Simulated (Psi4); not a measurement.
# DSD-PBEP86/def2-SVP (core potential, density fitting for correlation) run of InClF2 (SMILES [F][In]([F])[Cl])

Aim: the vertical singlet–triplet gap of InClF2 at DSD-PBEP86/def2-SVP (core potential, density fitting for correlation), from 2 runs. 

The results are computed with Psi4 1.11.

2 further runs of the same task are left out: 2 that didn't finish.

### 1 The system as given

The species is InClF2 (4 atoms), meant as a singlet with charge 0. SMILES: `[F][In]([F])[Cl]`. The shape is that of a PBE0-D4/def2-TZVP optimisation.

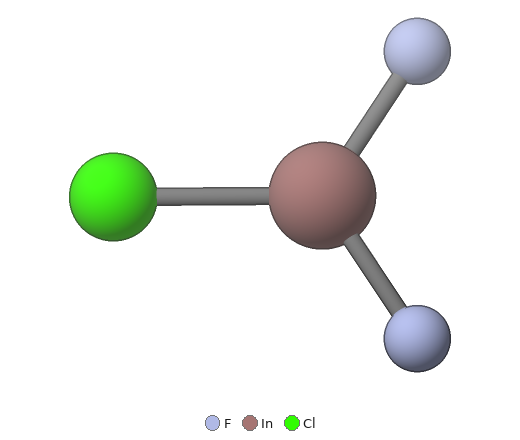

Viewed from a chosen angle; fluorine light blue, indium brown, chlorine green.

### 2 A single-point energy at DSD-PBEP86/def2-SVP (core potential, density fitting for correlation)

File job.json:

```json
{
 "schema_name": "qcschema_input",
 "schema_version": 1,
 "molecule": {
  "schema_name": "qcschema_molecule",
  "schema_version": 2,
  "symbols": ["F", "In", "F", "Cl"],
  "geometry": [1.11153691, 1.16142568, 3.30626483, 0.08825021, -0.07653391, 0.04743213, 1.57130727, -3.25165174, -0.91103696, -2.66621459, 2.05280949, -2.48083246],
  "molecular_charge": 0,
  "molecular_multiplicity": 1,
  "fix_symmetry": "c1",
  "fix_com": true,
  "fix_orientation": true
 },
 "driver": "energy",
 "model": {
  "method": "dsd-pbep86",
  "basis": "def2-SVP"
 },
 "keywords": {
  "puream": true,
  "e_convergence": 1e-09,
  "d_convergence": 1e-08,
  "scf_type": "pk",
  "dft_radial_points": 99,
  "dft_spherical_points": 590,
  "num_frozen_docc": 11
 }
}
```

On the command line:

```bash
$ psi4 --qcschema job.json -n 1 --memory 2200MB
```

stdout:

```text
[...]
    !!!  WARNING: ECP capability is in beta. Please check occupations closely.  !!!
[...]
  Running in c1 symmetry.
[...]
  Nuclear repulsion =  244.158990485171842
[...]
  Multiplicity = 1
[...]
  Nalpha       = 28
  Nbeta        = 28
[...]
    Number of basis functions: 72
[...]
   @RKS iter   1:  -848.22843001747196   -1.69464e+00   8.68699e-03 DIIS/ADIIS
[...]
   @RKS iter  12:  -848.38291909472218   -1.93268e-12   2.40578e-09 DIIS
[...]
    Orbital Energies [Eh]
    ---------------------
    Doubly Occupied:
       1A   -103.665485     2A    -25.687396     3A    -25.687359
       4A    -10.201218     5A     -7.772920     6A     -7.768836
       7A     -7.768540     8A     -5.219463     9A     -3.535163
      10A     -3.527211    11A     -3.525085    12A     -1.366337
      13A     -1.364371    14A     -1.059064    15A     -1.025990
      16A     -1.024230    17A     -1.020355    18A     -1.013645
      19A     -0.975432    20A     -0.597549    21A     -0.543939
      22A     -0.542589    23A     -0.539477    24A     -0.526718
      25A     -0.518730    26A     -0.483257    27A     -0.447659
      28A     -0.443344
[...]
  @RKS Final Energy:  -848.38291909472218
   => Energetics <=
    Nuclear Repulsion Energy =            244.1589904851718416
    One-Electron Energy =               -1736.0367837909780064
    Two-Electron Energy =                 662.3462686999214384
    DFT Exchange-Correlation Energy =     -18.8513944888375029
    Empirical Dispersion Energy =           0.0000000000000000
    VV10 Nonlocal Energy =                  0.0000000000000000
    Total Energy =                       -848.3829190947221832
[...]
 Multipole Moments:
 ------------------------------------------------------------------------------------
     Multipole            Electronic (a.u.)      Nuclear  (a.u.)        Total (a.u.)
 ------------------------------------------------------------------------------------
 L = 1.  Multiply by 2.5417464519 to convert [e a0] to [Debye]
 Dipole X            :         18.9924202          -19.3267960           -0.3343758
 Dipole Y            :        -14.2202388           14.4785147            0.2582759
 Dipole Z            :         19.3141875          -19.6210263           -0.3068388
 Magnitude           :                                                    0.5221721
[...]
```

The result, in JSON:

```text
{
 "driver": "energy",
 "model": {
  "method": "dsd-pbep86",
  "basis": "def2-SVP"
 },
 "success": true,
 "return_result": -848.6910769641346,
 "properties": {
  "calcinfo_nbasis": 72,
  "calcinfo_nmo": 72,
  "calcinfo_nalpha": 28,
  "calcinfo_nbeta": 28,
  "calcinfo_natom": 4,
  "nuclear_repulsion_energy": 244.15899048517184,
  "return_energy": -848.6910769641346,
  "scf_one_electron_energy": -1736.036783790978,
  "scf_two_electron_energy": 662.3462686999214,
  "scf_xc_energy": -18.851394488837503,
  "scf_dipole_moment": [-0.3343758339933487, 0.25827589889757085, -0.3068387948264899],
  "scf_total_energy": -848.3829190947222,
  "scf_iterations": 12
 }
}
```

Run time: 12 s. Hardware: 1 thread of Intel Xeon at 2.50GHz (Skylake/Cascade Lake), shared host; peak memory 0.59 GiB.

### 3 The triplet, same level

File clf2in.xyz:

```xyz
4
ClF2In
F      0.588200     0.614600     1.749600
In     0.046700    -0.040500     0.025100
F      0.831500    -1.720700    -0.482100
Cl    -1.410900     1.086300    -1.312800
```

File job.py:

```python
import psi4

psi4.set_memory(2200000000)
psi4.set_num_threads(1)
psi4.core.set_output_file('output.dat', False)

with open('clf2in.xyz') as f:
    atoms = ''.join(f.readlines()[2:])
mol = psi4.geometry('0 3\n' + atoms + 'symmetry c1')

options = {'basis': 'def2-SVP', 'reference': 'uks', 'puream': True, 'e_convergence': 1e-09, 'd_convergence': 1e-08, 'scf_type': 'pk', 'dft_radial_points': 99, 'dft_spherical_points': 590, 'num_frozen_docc': 11, 'maxiter': 100}
psi4.set_options(options)

result, w = psi4.energy("DSD-PBEP86", molecule=mol, return_wfn=True)
print('E =', round(result, 9))
for k, v in sorted(psi4.core.scalar_variables().items()):
    print(f'{k:45s} {v:18.10f}')
```

On the command line:

```bash
$ python job.py
```

output.dat:

```text
[...]
    !!!  WARNING: ECP capability is in beta. Please check occupations closely.  !!!
[...]
  Running in c1 symmetry.
[...]
  Nuclear repulsion =  244.158990462678702
[...]
  Multiplicity = 3
[...]
  Nalpha       = 29
  Nbeta        = 27
[...]
    Number of basis functions: 72
[...]
   @UKS iter   1:  -847.98662796060205   -1.45144e+00   9.42754e-03 ADIIS/DIIS
[...]
   @UKS iter  26:  -848.18248277497128   -6.70752e-12   6.32282e-09 DIIS
[...]
   @S^2 Observed:                2.010242230E+00
[...]
    Orbital Energies [Eh]
    ---------------------
    Alpha Occupied:
       1A   -103.804986     2A    -25.630664     3A    -25.630630
       4A    -10.343677     5A     -7.929391     6A     -7.909471
       7A     -7.904790     8A     -5.157037     9A     -3.467125
      10A     -3.466469    11A     -3.458953    12A     -1.320400
      13A     -1.318423    14A     -1.178904    15A     -0.965326
      16A     -0.963909    17A     -0.956994    18A     -0.956817
      19A     -0.954829    20A     -0.633798    21A     -0.633645
      22A     -0.567649    23A     -0.544025    24A     -0.510606
      25A     -0.485280    26A     -0.481157    27A     -0.472081
      28A     -0.471649    29A     -0.226472
    Alpha Virtual:
[...]
  @UKS Final Energy:  -848.18248277497128
   => Energetics <=
    Nuclear Repulsion Energy =            244.1589904626787018
    One-Electron Energy =               -1735.9922573804124113
    Two-Electron Energy =                 662.4984205909867114
    DFT Exchange-Correlation Energy =     -18.8476364482243532
    Empirical Dispersion Energy =           0.0000000000000000
    VV10 Nonlocal Energy =                  0.0000000000000000
    Total Energy =                       -848.1824827749712767
[...]
 Multipole Moments:
 ------------------------------------------------------------------------------------
     Multipole            Electronic (a.u.)      Nuclear  (a.u.)        Total (a.u.)
 ------------------------------------------------------------------------------------
 L = 1.  Multiply by 2.5417464519 to convert [e a0] to [Debye]
 Dipole X            :          8.0536086           -9.7511753           -1.6975667
 Dipole Y            :         -6.2270524            7.5394122            1.3123599
 Dipole Z            :          7.3926329           -8.9509166           -1.5582837
 Magnitude           :                                                    2.6518426
[...]
```

On the terminal:

```text
E = -848.48132439
CURRENT ENERGY                                   -848.4813243905
CURRENT REFERENCE ENERGY                         -848.1824827750
DD SOLVATION ENERGY                                 0.0000000000
DFT FUNCTIONAL TOTAL ENERGY                      -848.1824827750
DFT TOTAL ENERGY                                 -848.4813243905
DFT VV10 ENERGY                                     0.0000000000
DFT XC ENERGY                                     -18.8476364482
DOUBLE-HYBRID CORRECTION ENERGY                    -0.2988416155
DSD-PBEP86 DOUBLE-HYBRID CORRECTION ENERGY         -0.2988416155
DSD-PBEP86 TOTAL ENERGY                          -848.4813243905
GRID ELECTRONS ALPHA                               28.9999937332
GRID ELECTRONS BETA                                26.9999938335
GRID ELECTRONS TOTAL                               55.9999875666
NUCLEAR REPULSION ENERGY                          244.1589904627
ONE-ELECTRON ENERGY                             -1735.9922573804
PCM POLARIZATION ENERGY                             0.0000000000
PE ENERGY                                           0.0000000000
SCF ITERATION ENERGY                             -848.1824827750
SCF ITERATIONS                                     26.0000000000
SCF TOTAL ENERGY                                 -848.1824827750
TWO-ELECTRON ENERGY                               662.4984205910
XC GRID RADIAL POINTS                              99.0000000000
XC GRID SPHERICAL POINTS                          590.0000000000
XC GRID TOTAL POINTS                           223031.0000000000
```

Run time: 27 s. Hardware: 1 thread of Intel Xeon at 2.50GHz (Skylake/Cascade Lake), shared host; peak memory 0.59 GiB.

### 4 Outcome

Level: DSD-PBEP86/def2-SVP (core potential, density fitting for correlation), 11 core orbitals frozen.

| quantity | value |
| --- | --- |
| singlet: total energy | -848.69108 Eh |
| singlet: HOMO energy (SCF part's orbitals) | -12.06 eV |
| singlet: LUMO energy (SCF part's orbitals) | -0.94 eV |
| singlet: HOMO–LUMO gap (SCF part's orbitals) | 11.12 eV |
| triplet: total energy | -848.48132 Eh |
| triplet: HOMO energy (SCF part's orbitals) (highest over α and β) | -6.16 eV |
| triplet: LUMO energy (SCF part's orbitals) (lowest over α and β) | -5.90 eV |
| triplet: ⟨S²⟩ | 2.010 |
| vertical energy of the triplet above the singlet | 5.708 eV |

What this shows: At this shape the triplet lies 5.71 eV (132 kcal/mol) above the singlet.
